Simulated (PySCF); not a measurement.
Input file:

```
{"job": {"kind": "epr", "basis": "pcH-1"}, "charge": 0, "multiplicity": 2}
F      0.033325    -1.731599     1.123583
C     -0.384594    -0.930962     0.112328
F     -1.097962    -1.748099    -0.688045
O     -1.096081     0.168000     0.549284
C     -0.128906     1.106325     0.033586
C      0.640824    -0.049735    -0.528960
Cl     2.275047    -0.275011    -0.772424
H     -0.582804     1.790589    -0.689181
H      0.354713     1.676486     0.834650
```

Command:

```sh
OMP_NUM_THREADS=1 python probes_run.py task.json out
```

Geometry: GFN2-xTB.

These are results of PySCF, UKS B3LYP, pcH-1 on C Cl F H O, non-relativistic, mean-field spin-orbit, GIAO, not measurements.

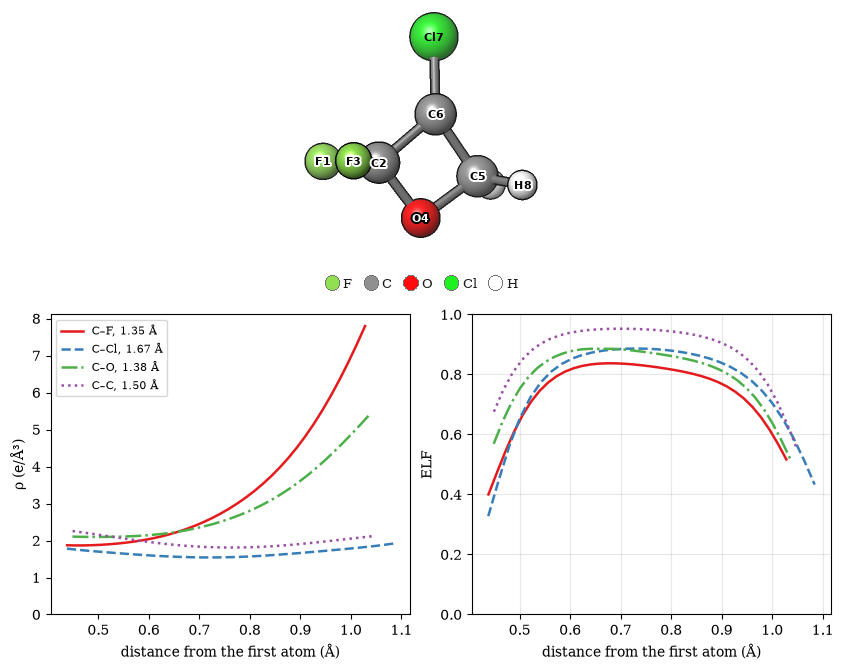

C$_{3}$H$_{2}$ClF$_{2}$O (SMILES FC1(F)OC[C]1Cl) (doublet). Total electron density and electron localisation function along straight lines between neighbouring atoms. The curves leave out the atomic cores. The structure is drawn too.

Question: Compare the contacts.

Answer: C–F (1.35 Å): ρ is about 2.3 e/Å³ halfway, with its minimum of 1.9 e/Å³ about 0.5 Å from C; the ELF peaks at about 0.85 between the atoms, as expected for a polar covalent bond.
C–Cl (1.67 Å): ρ is about 1.6 e/Å³ halfway; the ELF peaks at about 0.90 between the atoms (a covalent bond).
C–O (1.38 Å): the density is about 2.3 e/Å³ at the midpoint; the ELF peaks at about 0.90 between the atoms; a polar covalent bond.
C–C (1.50 Å): the density is about 1.8 e/Å³ at the midpoint; the ELF peaks at about 0.95 between the atoms; localised, covalent bonding.
